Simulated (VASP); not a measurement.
Band structure of SrCl$_{2}$ (fluorite). Method: r2SCAN meta-GGA, VASP's PBE PAW potentials (set 64) (plane waves; VASP).

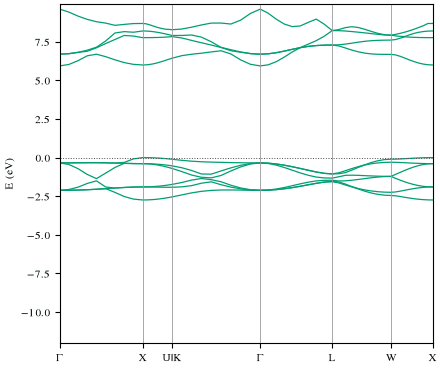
Figure. Bands along high-symmetry lines, zero at the valence-band maximum or, without a gap, the Fermi level

Question: Read the plot: is there a gap, and where are the band edges?

Answer: The gap is indirect, 5.93 eV, from the valence maximum at X to the conduction minimum at Γ.

Measured: gap 7.50 eV (computed value off by -1.57 eV), as given by Andrés Aguado et al., Journal of the Physical Society of Japan (1999), arXiv:cond-mat/9901145.

The compound is SrCl2 in the fluorite structure. It was relaxed first.
